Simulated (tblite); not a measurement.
C$_{5}$H$_{13}$Si (charge +1): relaxed scan

System: C$_{5}$H$_{13}$Si, charge +1.
Method: GFN2-xTB relaxed scan under a harmonic restraint, gas phase (tblite 0.8.0).

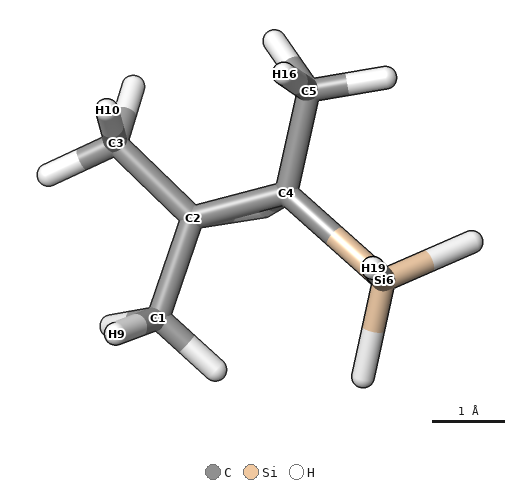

**Figure 1.** The input geometry (stick view, seen at a tilt; atoms are numbered from 1 in the order of the input).

## Input file
```
{"job": {"xc": "GFN2-xTB", "basis": "xTB", "coordinate": [["d", [12, 3], 1], ["d", [12, 1], -1]], "kind": "drive"}, "charge": 1, "multiplicity": 1}
C      0.888669     1.378312    -1.141860
C      0.694945     0.147224    -0.325968
C      1.955330    -0.451294     0.215568
C     -0.574035    -0.297194     0.123332
C     -0.640215    -1.420408     1.107306
Si    -2.270728     0.653904    -0.059732
H     -0.014381     1.717415    -1.636294
H      1.664913     1.223859    -1.889773
H      1.236614     2.173483    -0.481476
H      1.980671    -0.307117     1.296593
H      2.024826    -1.522626     0.039409
H      2.831913     0.019973    -0.219441
H     -0.064130    -0.669507    -0.989809
H     -1.626178    -1.877729     1.124749
H      0.100114    -2.197944     0.933886
H     -0.453758    -1.013180     2.101628
H     -3.223502    -0.414425    -0.326162
H     -2.174155     1.606665    -1.157208
H     -2.370439     1.280041     1.251608
```

The first line tells a small driver script what to run in tblite; the rest is the geometry in Å.

Machine: 1 CPU thread, shared host.

Launched with:
```bash
OMP_NUM_THREADS=1 python <driver script> task.json out
```

## What the program printed
```
point  coordinate     E/eV
  0     -0.170     -505.83945
  1     -0.304     -505.93343
  2     -0.453     -506.09315
  3     -0.618     -506.38010
  4     -0.735     -506.63304
  5     -0.828     -506.79249
  6     -0.920     -506.90120
  7     -1.004     -506.93396
```

## Key numbers

```tsv
quantity	value
outcome	converged
wall time	1.6 s
peak memory	0.19 GiB
```
